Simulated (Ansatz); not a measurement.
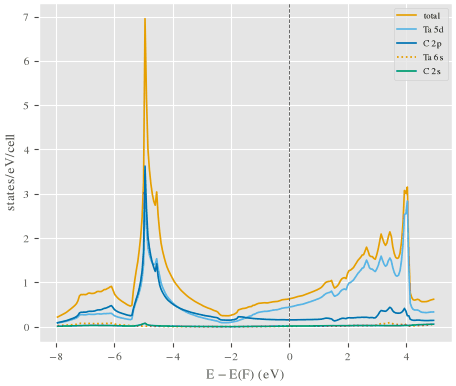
*Total and projected density of states of TaC (rock salt, Fm-3m), PBE in the plane-wave PAW code Ansatz*

Question: Which orbitals carry the states next to the Fermi level?

Answer: Within 0.5 eV of the Fermi level: Ta 5d 70 %, C 2p 25 %. Projections are on Löwdin-orthogonalised atomic valence shells; empty p or d shells of many metals are not among them.

Question: Where is the tallest occupied peak in this window, and what makes it?

Answer: Near -4.9 eV, about 7.0 states/eV per cell; the largest projected share is C 2p.

The PBE relaxation kept the symmetry of its start. The run is not spin-polarised. Spin–orbit coupling is left out wherever it is not named.

Potentials: the earlier of the program's two PAW sets.
